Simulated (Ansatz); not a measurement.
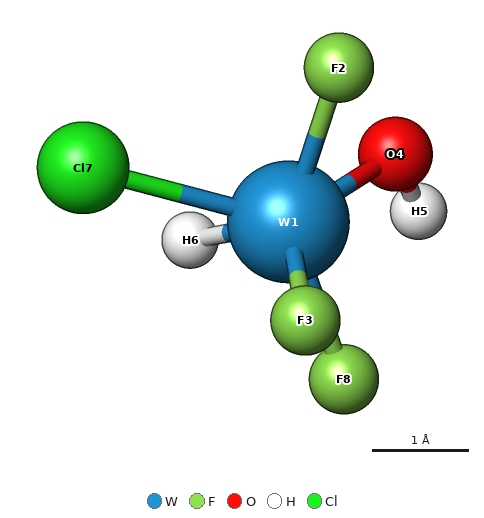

Fig. 1: The input geometry (ball-and-stick view, seen at a tilt; atoms are numbered from 1 in the order of the input). Sticks mark near contacts.

**WH2ClOF3: molecular dynamics (part 1 of 2)**

System: WH2ClOF3.
Method: RKS PBE/def2-SVP (Ansatz 0.2.0).

It belongs to a series of runs on one base structure; here: dynamics from the start. Figures and captions count atoms from 1; the log counts them from 0 in places.

The program's output:
```
Engine: ansatz 0.2.0, aarch64-unknown-linux-gnu
Functional definition: PBE
  parameter kappa = 0.804
  parameter beta = 0.06672455060314922
  exchange = pbe_x(kappa = kappa, mu = beta*pi^2/3)
  correlation = pbe_c(beta = beta)
1205 factors; their error is unknown
mean field evaluation 1: about -24546.2829 eV, gradient 8.3e1 eV
mean field evaluation 2: about -24311.0060 eV, gradient 3.1e2 eV
mean field evaluation 4: about -24555.2737 eV, gradient 4.4e1 eV
mean field evaluation 8: about -24558.7008 eV, gradient 4.0e-1 eV
mean field evaluation 16: about -24558.6263 eV, gradient 1.7e-2 eV
mean field -24558.62634713 eV, -902.5128718223 hartree, gradient 4.2e-5 eV, S^2 0.000000; 0 other end points of the search recorded, 0 dependent functions left out
the calculation of the forces begins
reference -24558.62641607 eV, -902.5128743558 hartree; 34, 34 occupied and 82, 82 virtual orbitals, 1205 factors
md step     0: t =     0.00 fs  T =  1000.0 K  F+E_penalty+E_count = -24558.62634713 eV  E_kin = 0.775560 eV  conserved = -24557.85078714 eV  (34 SCF iters)
these checks for a lower state are left out or cut short: starts, cluster_reference, orbital_swaps, neighbouring_geometries, increment
1205 factors; their error is unknown
mean field -24558.62204543 eV, -902.5127137375 hartree, gradient 1.3e-5 eV, S^2 0.000000; 0 other end points of the search recorded, 0 dependent functions left out
the calculation of the forces begins
reference -24558.62211437 eV, -902.5127162713 hartree; 34, 34 occupied and 82, 82 virtual orbitals, 1205 factors
md step     1: t =     0.50 fs  T =   994.4 K  F+E_penalty+E_count = -24558.62204543 eV  E_kin = 0.771229 eV  conserved = -24557.85081678 eV  (34 SCF iters)
[... from here on the SCF iterations and repeated set-up lines of each step are left out, up to the last step ...]
md step     2: t =     1.00 fs  T =   977.0 K  F+E_penalty+E_count = -24558.60854910 eV  E_kin = 0.757742 eV  conserved = -24557.85080815 eV  (34 SCF iters)
md step     3: t =     1.50 fs  T =   948.3 K  F+E_penalty+E_count = -24558.58618619 eV  E_kin = 0.735438 eV  conserved = -24557.85075429 eV  (34 SCF iters)
md step     4: t =     2.00 fs  T =   909.5 K  F+E_penalty+E_count = -24558.55598875 eV  E_kin = 0.705354 eV  conserved = -24557.85065324 eV  (34 SCF iters)
md step     5: t =     2.50 fs  T =   862.9 K  F+E_penalty+E_count = -24558.51971358 eV  E_kin = 0.669247 eV  conserved = -24557.85050950 eV  (35 SCF iters)
md step     6: t =     3.00 fs  T =   811.7 K  F+E_penalty+E_count = -24558.47975625 eV  E_kin = 0.629503 eV  conserved = -24557.85033654 eV  (34 SCF iters)
md step     7: t =     3.50 fs  T =   759.4 K  F+E_penalty+E_count = -24558.43893472 eV  E_kin = 0.588923 eV  conserved = -24557.85015560 eV  (34 SCF iters)
md step     8: t =     4.00 fs  T =   709.7 K  F+E_penalty+E_count = -24558.40015521 eV  E_kin = 0.550391 eV  conserved = -24557.84999333 eV  (34 SCF iters)
md step     9: t =     4.50 fs  T =   665.9 K  F+E_penalty+E_count = -24558.36600396 eV  E_kin = 0.516467 eV  conserved = -24557.84987591 eV  (34 SCF iters)
md step    10: t =     5.00 fs  T =   630.5 K  F+E_penalty+E_count = -24558.33834730 eV  E_kin = 0.489000 eV  conserved = -24557.84982304 eV  (35 SCF iters)
md step    11: t =     5.50 fs  T =   604.5 K  F+E_penalty+E_count = -24558.31803343 eV  E_kin = 0.468833 eV  conserved = -24557.84984254 eV  (33 SCF iters)
md step    12: t =     6.00 fs  T =   587.6 K  F+E_penalty+E_count = -24558.30477532 eV  E_kin = 0.455687 eV  conserved = -24557.84992786 eV  (33 SCF iters)
md step    13: t =     6.50 fs  T =   578.0 K  F+E_penalty+E_count = -24558.29724913 eV  E_kin = 0.448259 eV  conserved = -24557.85006008 eV  (33 SCF iters)
md step    14: t =     7.00 fs  T =   573.1 K  F+E_penalty+E_count = -24558.29338261 eV  E_kin = 0.444506 eV  conserved = -24557.85021240 eV  (33 SCF iters)
md step    15: t =     7.50 fs  T =   570.0 K  F+E_penalty+E_count = -24558.29076111 eV  E_kin = 0.442041 eV  conserved = -24557.85035748 eV  (33 SCF iters)
md step    16: t =     8.00 fs  T =   565.5 K  F+E_penalty+E_count = -24558.28705196 eV  E_kin = 0.438555 eV  conserved = -24557.85047221 eV  (33 SCF iters)
md step    17: t =     8.50 fs  T =   557.2 K  F+E_penalty+E_count = -24558.28036300 eV  E_kin = 0.432169 eV  conserved = -24557.85054210 eV  (34 SCF iters)
md step    18: t =     9.00 fs  T =   543.7 K  F+E_penalty+E_count = -24558.26947665 eV  E_kin = 0.421667 eV  conserved = -24557.85056179 eV  (34 SCF iters)
md step    19: t =     9.50 fs  T =   524.3 K  F+E_penalty+E_count = -24558.25394440 eV  E_kin = 0.406593 eV  conserved = -24557.85053411 eV  (34 SCF iters)
md step    20: t =    10.00 fs  T =   499.3 K  F+E_penalty+E_count = -24558.23405592 eV  E_kin = 0.387222 eV  conserved = -24557.85046757 eV  (33 SCF iters)
md step    21: t =    10.50 fs  T =   469.9 K  F+E_penalty+E_count = -24558.21071771 eV  E_kin = 0.364443 eV  conserved = -24557.85037431 eV  (34 SCF iters)
md step    22: t =    11.00 fs  T =   437.9 K  F+E_penalty+E_count = -24558.18527764 eV  E_kin = 0.339586 eV  conserved = -24557.85026601 eV  (34 SCF iters)
md step    23: t =    11.50 fs  T =   405.2 K  F+E_penalty+E_count = -24558.15933697 eV  E_kin = 0.314235 eV  conserved = -24557.85015479 eV  (34 SCF iters)
md step    24: t =    12.00 fs  T =   374.0 K  F+E_penalty+E_count = -24558.13456796 eV  E_kin = 0.290048 eV  conserved = -24557.85005098 eV  (34 SCF iters)
md step    25: t =    12.50 fs  T =   346.3 K  F+E_penalty+E_count = -24558.11255672 eV  E_kin = 0.268606 eV  conserved = -24557.84996117 eV  (34 SCF iters)
md step    26: t =    13.00 fs  T =   324.0 K  F+E_penalty+E_count = -24558.09468451 eV  E_kin = 0.251285 eV  conserved = -24557.84989096 eV  (34 SCF iters)
md step    27: t =    13.50 fs  T =   308.4 K  F+E_penalty+E_count = -24558.08204038 eV  E_kin = 0.239176 eV  conserved = -24557.84984330 eV  (34 SCF iters)
md step    28: t =    14.00 fs  T =   300.5 K  F+E_penalty+E_count = -24558.07536970 eV  E_kin = 0.233034 eV  conserved = -24557.84981852 eV  (34 SCF iters)
md step    29: t =    14.50 fs  T =   300.8 K  F+E_penalty+E_count = -24558.07505602 eV  E_kin = 0.233253 eV  conserved = -24557.84981724 eV  (34 SCF iters)
md step    30: t =    15.00 fs  T =   309.3 K  F+E_penalty+E_count = -24558.08112175 eV  E_kin = 0.239873 eV  conserved = -24557.84983688 eV  (34 SCF iters)
md step    31: t =    15.50 fs  T =   325.7 K  F+E_penalty+E_count = -24558.09325525 eV  E_kin = 0.252603 eV  conserved = -24557.84987448 eV  (34 SCF iters)
md step    32: t =    16.00 fs  T =   349.2 K  F+E_penalty+E_count = -24558.11085026 eV  E_kin = 0.270855 eV  conserved = -24557.84992749 eV  (34 SCF iters)
md step    33: t =    16.50 fs  T =   378.8 K  F+E_penalty+E_count = -24558.13305235 eV  E_kin = 0.293799 eV  conserved = -24557.84999194 eV  (33 SCF iters)
md step    34: t =    17.00 fs  T =   413.1 K  F+E_penalty+E_count = -24558.15881440 eV  E_kin = 0.320406 eV  conserved = -24557.85006423 eV  (33 SCF iters)
md step    35: t =    17.50 fs  T =   450.7 K  F+E_penalty+E_count = -24558.18695186 eV  E_kin = 0.349510 eV  conserved = -24557.85014083 eV  (33 SCF iters)
md step    36: t =    18.00 fs  T =   489.8 K  F+E_penalty+E_count = -24558.21619824 eV  E_kin = 0.379858 eV  conserved = -24557.85021844 eV  (33 SCF iters)
md step    37: t =    18.50 fs  T =   528.9 K  F+E_penalty+E_count = -24558.24525841 eV  E_kin = 0.410165 eV  conserved = -24557.85029387 eV  (33 SCF iters)
md step    38: t =    19.00 fs  T =   566.3 K  F+E_penalty+E_count = -24558.27285986 eV  E_kin = 0.439163 eV  conserved = -24557.85036422 eV  (33 SCF iters)
md step    39: t =    19.50 fs  T =   600.4 K  F+E_penalty+E_count = -24558.29780121 eV  E_kin = 0.465648 eV  conserved = -24557.85042667 eV  (33 SCF iters)
md step    40: t =    20.00 fs  T =   629.9 K  F+E_penalty+E_count = -24558.31899881 eV  E_kin = 0.488532 eV  conserved = -24557.85047862 eV  (35 SCF iters)
md step    41: t =    20.50 fs  T =   653.6 K  F+E_penalty+E_count = -24558.33553139 eV  E_kin = 0.506883 eV  conserved = -24557.85051755 eV  (33 SCF iters)
md step    42: t =    21.00 fs  T =   670.4 K  F+E_penalty+E_count = -24558.34668298 eV  E_kin = 0.519970 eV  conserved = -24557.85054117 eV  (33 SCF iters)
md step    43: t =    21.50 fs  T =   679.9 K  F+E_penalty+E_count = -24558.35198271 eV  E_kin = 0.527303 eV  conserved = -24557.85054678 eV  (33 SCF iters)
md step    44: t =    22.00 fs  T =   681.7 K  F+E_penalty+E_count = -24558.35124154 eV  E_kin = 0.528673 eV  conserved = -24557.85053322 eV  (33 SCF iters)
md step    45: t =    22.50 fs  T =   675.9 K  F+E_penalty+E_count = -24558.34457585 eV  E_kin = 0.524174 eV  conserved = -24557.85049979 eV  (34 SCF iters)
md step    46: t =    23.00 fs  T =   663.0 K  F+E_penalty+E_count = -24558.33241683 eV  E_kin = 0.514213 eV  conserved = -24557.85044743 eV  (33 SCF iters)
md step    47: t =    23.50 fs  T =   644.0 K  F+E_penalty+E_count = -24558.31549653 eV  E_kin = 0.499499 eV  conserved = -24557.85037874 eV  (34 SCF iters)
md step    48: t =    24.00 fs  T =   620.2 K  F+E_penalty+E_count = -24558.29480692 eV  E_kin = 0.481000 eV  conserved = -24557.85029843 eV  (34 SCF iters)
md step    49: t =    24.50 fs  T =   593.0 K  F+E_penalty+E_count = -24558.27152896 eV  E_kin = 0.459875 eV  conserved = -24557.85021331 eV  (33 SCF iters)
md step    50: t =    25.00 fs  T =   564.0 K  F+E_penalty+E_count = -24558.24693283 eV  E_kin = 0.437380 eV  conserved = -24557.85012986 eV  (33 SCF iters)
md step    51: t =    25.50 fs  T =   534.8 K  F+E_penalty+E_count = -24558.22226531 eV  E_kin = 0.414746 eV  conserved = -24557.85005642 eV  (33 SCF iters)
md step    52: t =    26.00 fs  T =   506.8 K  F+E_penalty+E_count = -24558.19862789 eV  E_kin = 0.393069 eV  conserved = -24557.84999976 eV  (34 SCF iters)
md step    53: t =    26.50 fs  T =   481.2 K  F+E_penalty+E_count = -24558.17687173 eV  E_kin = 0.373198 eV  conserved = -24557.84996489 eV  (33 SCF iters)
md step    54: t =    27.00 fs  T =   458.6 K  F+E_penalty+E_count = -24558.15752110 eV  E_kin = 0.355665 eV  conserved = -24557.84995333 eV  (35 SCF iters)
md step    55: t =    27.50 fs  T =   439.2 K  F+E_penalty+E_count = -24558.14074260 eV  E_kin = 0.340645 eV  conserved = -24557.84996410 eV  (35 SCF iters)
md step    56: t =    28.00 fs  T =   422.9 K  F+E_penalty+E_count = -24558.12636046 eV  E_kin = 0.327978 eV  conserved = -24557.84999271 eV  (35 SCF iters)
md step    57: t =    28.50 fs  T =   409.0 K  F+E_penalty+E_count = -24558.11391893 eV  E_kin = 0.317223 eV  conserved = -24557.85003333 eV  (35 SCF iters)
md step    58: t =    29.00 fs  T =   396.8 K  F+E_penalty+E_count = -24558.10277390 eV  E_kin = 0.307749 eV  conserved = -24557.85007848 eV  (35 SCF iters)
md step    59: t =    29.50 fs  T =   385.3 K  F+E_penalty+E_count = -24558.09220192 eV  E_kin = 0.298844 eV  conserved = -24557.85012118 eV  (35 SCF iters)
md step    60: t =    30.00 fs  T =   373.7 K  F+E_penalty+E_count = -24558.08150537 eV  E_kin = 0.289815 eV  conserved = -24557.85015592 eV  (35 SCF iters)
md step    61: t =    30.50 fs  T =   361.1 K  F+E_penalty+E_count = -24558.07009993 eV  E_kin = 0.280076 eV  conserved = -24557.85017883 eV  (35 SCF iters)
md step    62: t =    31.00 fs  T =   347.1 K  F+E_penalty+E_count = -24558.05757625 eV  E_kin = 0.269214 eV  conserved = -24557.85018807 eV  (35 SCF iters)
md step    63: t =    31.50 fs  T =   331.4 K  F+E_penalty+E_count = -24558.04373212 eV  E_kin = 0.257015 eV  conserved = -24557.85018355 eV  (35 SCF iters)
md step    64: t =    32.00 fs  T =   313.9 K  F+E_penalty+E_count = -24558.02857747 eV  E_kin = 0.243478 eV  conserved = -24557.85016668 eV  (34 SCF iters)
md step    65: t =    32.50 fs  T =   295.0 K  F+E_penalty+E_count = -24558.01231718 eV  E_kin = 0.228793 eV  conserved = -24557.85013949 eV  (35 SCF iters)
md step    66: t =    33.00 fs  T =   275.0 K  F+E_penalty+E_count = -24557.99532028 eV  E_kin = 0.213317 eV  conserved = -24557.85010497 eV  (35 SCF iters)
md step    67: t =    33.50 fs  T =   254.7 K  F+E_penalty+E_count = -24557.97807934 eV  E_kin = 0.197531 eV  conserved = -24557.85006582 eV  (35 SCF iters)
md step    68: t =    34.00 fs  T =   234.7 K  F+E_penalty+E_count = -24557.96116898 eV  E_kin = 0.182003 eV  conserved = -24557.85002458 eV  (34 SCF iters)
md step    69: t =    34.50 fs  T =   215.8 K  F+E_penalty+E_count = -24557.94520583 eV  E_kin = 0.167346 eV  conserved = -24557.84998368 eV  (35 SCF iters)
md step    70: t =    35.00 fs  T =   198.8 K  F+E_penalty+E_count = -24557.93081218 eV  E_kin = 0.154185 eV  conserved = -24557.84994493 eV  (35 SCF iters)
md step    71: t =    35.50 fs  T =   184.5 K  F+E_penalty+E_count = -24557.91858607 eV  E_kin = 0.143126 eV  conserved = -24557.84990986 eV  (35 SCF iters)
md step    72: t =    36.00 fs  T =   173.7 K  F+E_penalty+E_count = -24557.90907671 eV  E_kin = 0.134730 eV  conserved = -24557.84987954 eV  (35 SCF iters)
md step    73: t =    36.50 fs  T =   167.0 K  F+E_penalty+E_count = -24557.90276553 eV  E_kin = 0.129499 eV  conserved = -24557.84985479 eV  (35 SCF iters)
md step    74: t =    37.00 fs  T =   164.9 K  F+E_penalty+E_count = -24557.90005189 eV  E_kin = 0.127856 eV  conserved = -24557.84983617 eV  (35 SCF iters)
md step    75: t =    37.50 fs  T =   167.8 K  F+E_penalty+E_count = -24557.90124278 eV  E_kin = 0.130138 eV  conserved = -24557.84982419 eV  (34 SCF iters)
md step    76: t =    38.00 fs  T =   176.1 K  F+E_penalty+E_count = -24557.90654469 eV  E_kin = 0.136586 eV  conserved = -24557.84981872 eV  (35 SCF iters)
md step    77: t =    38.50 fs  T =   190.0 K  F+E_penalty+E_count = -24557.91605950 eV  E_kin = 0.147340 eV  conserved = -24557.84982021 eV  (35 SCF iters)
md step    78: t =    39.00 fs  T =   209.4 K  F+E_penalty+E_count = -24557.92978003 eV  E_kin = 0.162433 eV  conserved = -24557.84982863 eV  (34 SCF iters)
md step    79: t =    39.50 fs  T =   234.4 K  F+E_penalty+E_count = -24557.94758828 eV  E_kin = 0.181791 eV  conserved = -24557.84984398 eV  (34 SCF iters)
md step    80: t =    40.00 fs  T =   264.6 K  F+E_penalty+E_count = -24557.96925480 eV  E_kin = 0.205227 eV  conserved = -24557.84986616 eV  (34 SCF iters)
md step    81: t =    40.50 fs  T =   299.7 K  F+E_penalty+E_count = -24557.99443946 eV  E_kin = 0.232443 eV  conserved = -24557.84989497 eV  (34 SCF iters)
md step    82: t =    41.00 fs  T =   339.2 K  F+E_penalty+E_count = -24558.02269456 eV  E_kin = 0.263032 eV  conserved = -24557.84993001 eV  (36 SCF iters)
md step    83: t =    41.50 fs  T =   382.3 K  F+E_penalty+E_count = -24558.05347064 eV  E_kin = 0.296482 eV  conserved = -24557.84997057 eV  (35 SCF iters)
md step    84: t =    42.00 fs  T =   428.3 K  F+E_penalty+E_count = -24558.08612670 eV  E_kin = 0.332182 eV  conserved = -24557.85001589 eV  (34 SCF iters)
md step    85: t =    42.50 fs  T =   476.4 K  F+E_penalty+E_count = -24558.11994474 eV  E_kin = 0.369440 eV  conserved = -24557.85006461 eV  (35 SCF iters)
md step    86: t =    43.00 fs  T =   525.4 K  F+E_penalty+E_count = -24558.15415133 eV  E_kin = 0.407497 eV  conserved = -24557.85011487 eV  (35 SCF iters)
md step    87: t =    43.50 fs  T =   574.5 K  F+E_penalty+E_count = -24558.18794648 eV  E_kin = 0.445564 eV  conserved = -24557.85016426 eV  (35 SCF iters)
md step    88: t =    44.00 fs  T =   622.6 K  F+E_penalty+E_count = -24558.22054093 eV  E_kin = 0.482850 eV  conserved = -24557.85021015 eV  (35 SCF iters)
md step    89: t =    44.50 fs  T =   668.7 K  F+E_penalty+E_count = -24558.25120068 eV  E_kin = 0.518610 eV  conserved = -24557.85024948 eV  (35 SCF iters)
md step    90: t =    45.00 fs  T =   712.0 K  F+E_penalty+E_count = -24558.27929668 eV  E_kin = 0.552199 eV  conserved = -24557.85027802 eV  (35 SCF iters)
md step    91: t =    45.50 fs  T =   751.9 K  F+E_penalty+E_count = -24558.30436029 eV  E_kin = 0.583120 eV  conserved = -24557.85029327 eV  (35 SCF iters)
md step    92: t =    46.00 fs  T =   787.9 K  F+E_penalty+E_count = -24558.32613018 eV  E_kin = 0.611081 eV  conserved = -24557.85029280 eV  (35 SCF iters)
md step    93: t =    46.50 fs  T =   820.1 K  F+E_penalty+E_count = -24558.34458953 eV  E_kin = 0.636029 eV  conserved = -24557.85027558 eV  (35 SCF iters)
md step    94: t =    47.00 fs  T =   848.6 K  F+E_penalty+E_count = -24558.35998049 eV  E_kin = 0.658168 eV  conserved = -24557.85024280 eV  (34 SCF iters)
md step    95: t =    47.50 fs  T =   874.1 K  F+E_penalty+E_count = -24558.37278618 eV  E_kin = 0.677945 eV  conserved = -24557.85019811 eV  (34 SCF iters)
md step    96: t =    48.00 fs  T =   897.4 K  F+E_penalty+E_count = -24558.38367422 eV  E_kin = 0.695991 eV  conserved = -24557.85014780 eV  (35 SCF iters)
md step    97: t =    48.50 fs  T =   919.4 K  F+E_penalty+E_count = -24558.39340039 eV  E_kin = 0.713034 eV  conserved = -24557.85010024 eV  (35 SCF iters)
md step    98: t =    49.00 fs  T =   941.0 K  F+E_penalty+E_count = -24558.40268049 eV  E_kin = 0.729765 eV  conserved = -24557.85006484 eV  (35 SCF iters)
md step    99: t =    49.50 fs  T =   962.8 K  F+E_penalty+E_count = -24558.41204726 eV  E_kin = 0.746701 eV  conserved = -24557.85005053 eV  (34 SCF iters)
these checks for a lower state are left out or cut short: starts, cluster_reference, orbital_swaps, neighbouring_geometries, increment
1205 factors; their error is unknown
mean field -24558.42171663 eV, -902.5053517900 hartree, gradient 1.6e-5 eV, S^2 0.000000; 0 other end points of the search recorded, 0 dependent functions left out
the calculation of the forces begins
reference -24558.42178550 eV, -902.5053543210 hartree; 34, 34 occupied and 82, 82 virtual orbitals, 1205 factors
1205 factors; their error is unknown
mean field evaluation 832: about -24558.4641 eV, gradient 3.7e0 eV
mean field -24558.42171663 eV, -902.5053517900 hartree, gradient 1.6e-5 eV, S^2 0.000000; 1 other end points of the search recorded, 0 dependent functions left out
the calculation of the forces begins
reference -24558.42178550 eV, -902.5053543210 hartree; 34, 34 occupied and 82, 82 virtual orbitals, 1205 factors
md step   100: t =    50.00 fs  T =   985.2 K  F+E_penalty+E_count = -24558.42171663 eV  E_kin = 0.764046 eV  conserved = -24557.85006365 eV  (34 SCF iters)
```

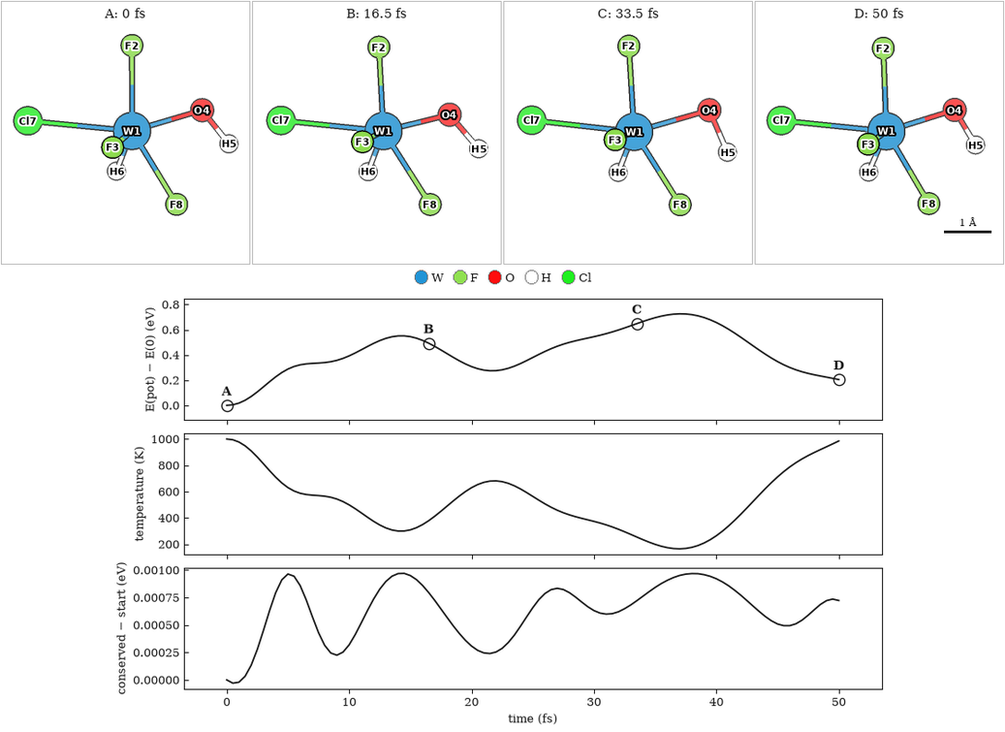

Fig. 2: Frames of the molecular dynamics (ball-and-stick, seen at a tilt) above the curves, on which the letters mark them. The trajectory kept here has 101 frames over 50 fs. The temperature starts at 1000 K, ranges from 165 to 1000 K and averages 462 K over the second half. The potential energy ends 0.205 eV above its first value. The conserved quantity stays within 0.001 eV. After an unweighted best fit of the last frame on the first, the root-mean-square displacement is 0.10 Å, and F2 has moved furthest (0.18 Å).

```
Total energy: -24558.42178550 eV, -902.5053543210 hartree
Atom 0 at     0.157744     0.032818     0.001964 Å, force    -0.131643    -0.688441     0.352443 eV/Å
Atom 1 at     0.624519     0.232388     1.781799 Å, force    -0.271403     0.511811     0.799262 eV/Å
Atom 2 at     1.904517    -0.647628    -0.265865 Å, force    -0.208269    -0.107398    -0.149546 eV/Å
Atom 3 at    -0.746865     1.718802     0.230204 Å, force     1.367381    -1.781117     2.265497 eV/Å
Atom 4 at    -1.011538     2.065692    -0.592481 Å, force    -0.912291     1.266911    -2.299655 eV/Å
Atom 5 at    -1.315882    -0.312054    -0.753853 Å, force    -0.110968     0.052103    -0.073665 eV/Å
Atom 6 at    -0.589731    -2.096101     0.661729 Å, force     0.257167     0.291674    -0.089342 eV/Å
Atom 7 at     0.484954     0.621300    -1.726017 Å, force     0.010025     0.454457    -0.804994 eV/Å
Dipole moment:    -0.299653     0.319428    -0.256755 e Å
```
